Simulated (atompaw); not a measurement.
Nd (Z = 60), PAW, made with atompaw 4.2.0.5 (PBEsol, scalar-relativistic). Core [Xe], reference 4f4 5d0 6s0 6p0 (charge +2). Waves: 6s (bound, empty): rc 3.90 bohr; 6s channel at 1.7 Ry: rc 3.84 bohr; 6p (bound, empty): rc 3.90 bohr; 6p channel at 2.25 Ry: rc 3.90 bohr; 5d (bound, empty): rc 3.90 bohr; 5d channel at -0.5 Ry: rc 3.90 bohr; 4f (bound): rc 1.42 bohr; 4f channel at 0.05 Ry: rc 1.42 bohr. Local part: troulliermartins scheme with l = 4 at 0 Ry, radius 3.38 bohr. Core correction: smooth core density matched at 3.50 bohr. Augmentation charge: gaussian compensation charge, radius 2.98 bohr; PAW radius 3.90 bohr; waves and projectors: custom polynom2 7 10 vanderbiltortho.

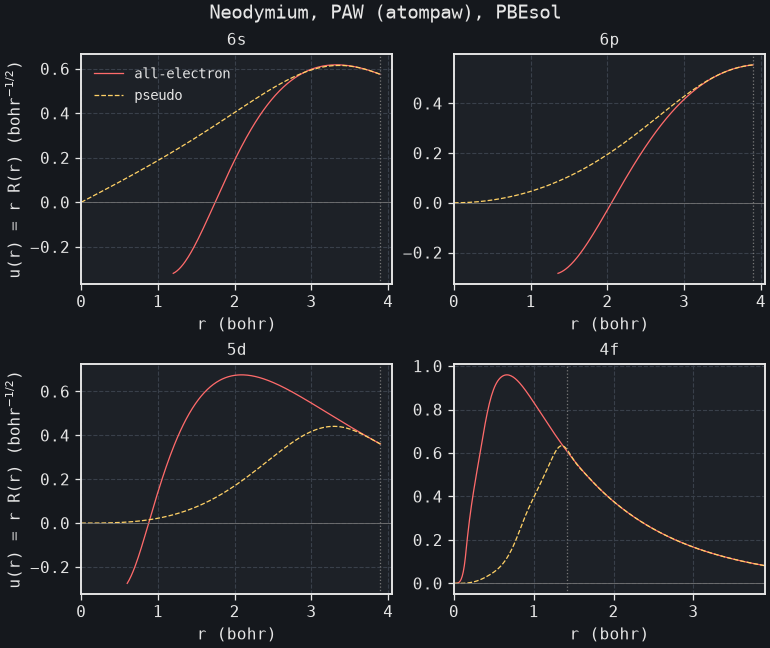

Pseudo-waves (dashed) against the all-electron radial functions (solid). Dotted lines mark the matching radii. The all-electron curves start outside the innermost oscillations, which aren't drawn.

Pseudo-waves: 6s has no node; 6p has no node; 5d has no node; 4f has no node.

* Cutoffs needed: over 300 Ry and over 300 Ry (the cutoffs, on a coarse ladder, from which the occupation-weighted sum of valence levels, in a spherical-Bessel basis at the reference potential, stays within 10 and 1 mRy of its value at 400 Ry)
* Ghost test: no ghost state below the valence levels in the s, p, d, f channels (spherical-Bessel basis up to 400 Ry, 20 bohr box)
* Lowest eigenvalue of the overlap operator: 0.71 (s channel)
* Overlap eigenvalues printed by atompaw (projector basis): 1.27, 2.73, 3.99, 9.22, 9.26, 49.7, 1.1e+03, 1.59e+03
* Share of each valence orbital outside the PAW sphere: 6s 39 %, 6p 64 %, 5d 11 %, 4f 0 %
